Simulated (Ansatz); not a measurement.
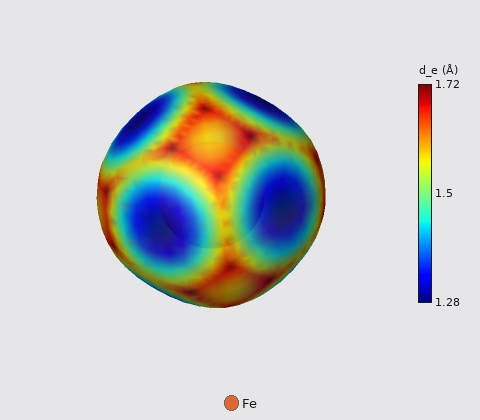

Hirshfeld surface computed for one Fe atom in Fe (Im-3m, No. 229), coloured by d_e.

The surface is where the fragment's share of the procrystal density (the sum of the densities of spherically averaged neutral Hartree-Fock atoms) equals one half. d_i and d_e are the distances from the surface to the nearest nucleus inside and outside.

Origin of the cell: the end point of a relaxation with DFT, PBE, plane waves (420 eV) with PAW, scalar-relativistic in Ansatz.

```xyz
2
Lattice="2.7915 0.0000 0.0000 0.0000 2.7915 0.0000 0.0000 0.0000 2.7915" Properties=species:S:1:pos:R:3 pbc="T T T"
Fe    0.0000    0.0000    0.0000
Fe    1.3958    1.3958    1.3958
```

What is the shortest distance from the fragment to an atom outside it?

Fe–Fe, 2.42 Å.

How is the surface shared among contacts (nearest atom inside ··· nearest atom outside)?

Fe···Fe 100 %. The surface faces 14 neighbours with more than 2 % of its area each: 14 Fe.

Give the size and shape of the surface.

It encloses about 6.9 Å³, has an area of about 18 Å² and a globularity of 0.99 (1 for a sphere).
